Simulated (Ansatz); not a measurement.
The calculation's input:

```
crystal:
  periodic: [false, false, false]
  atoms:
    - {symbol: C, position_ang: [0.027780, -1.553309, 0.246038]}
    - {symbol: C, position_ang: [0.289907, -0.169267, -0.329480]}
    - {symbol: N, position_ang: [1.268039, -0.170856, -1.400628]}
    - {symbol: N, position_ang: [0.802695, 0.687486, 0.798299]}
    - {symbol: C, position_ang: [-1.012605, 0.527470, -0.722201]}
    - {symbol: Ga, position_ang: [-1.216921, 1.389532, 1.093611]}
    - {symbol: H, position_ang: [0.959964, -2.013351, 0.592537]}
    - {symbol: H, position_ang: [-0.401516, -2.193010, -0.526139]}
    - {symbol: H, position_ang: [-0.670202, -1.510358, 1.085060]}
    - {symbol: H, position_ang: [1.931213, -0.932498, -1.315292]}
    - {symbol: H, position_ang: [0.807312, -0.251017, -2.296228]}
    - {symbol: H, position_ang: [1.371969, 0.173775, 1.461650]}
    - {symbol: H, position_ang: [1.379985, 1.419399, 0.395975]}
    - {symbol: H, position_ang: [-0.820598, 1.288834, -1.483604]}
    - {symbol: H, position_ang: [-1.761311, -0.168303, -1.100797]}
    - {symbol: H, position_ang: [-1.802824, 0.517194, 2.272596]}
    - {symbol: H, position_ang: [-1.152876, 2.958289, 1.228604]}
basis:
  gaussian: {orbitals: def2-TZVPP}
hamiltonian: {xc: pbe0, dispersion: d4}
output: {orbitals: {seedname: orbitals}}
```

Command:

```sh
ansatz run in.yaml --threads 2 --pin off --events-out ev --progress --plain --max-ram 22528MiB --backend cuda --devices 0, --max-vram 18GiB
```

Geometry: PBE0-D4/def2-TZVP.

Computed with Ansatz, RKS PBE0-D4/def2-TZVPP.

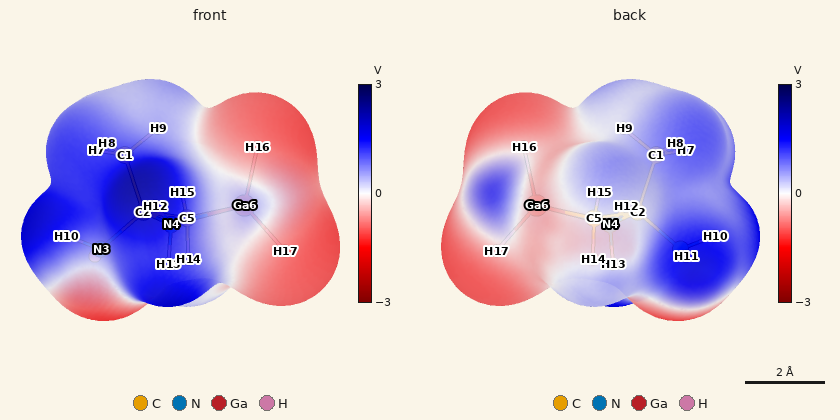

C$_{3}$H$_{11}$GaN$_{2}$. The electrostatic potential painted on the density surface at 0.002 e/bohr³, seen from the front and from behind; the colour scale runs from red (negative) to blue (positive).

Q: Which sites attract a positive test charge, and which a negative one?

A: A positive charge is drawn to the negative regions and a negative charge to the positive ones. The most negative region (about −1.1 V) lies over N3, the most positive (about +2.1 V) over H12. N3 is the likeliest acceptor of a hydrogen bond.
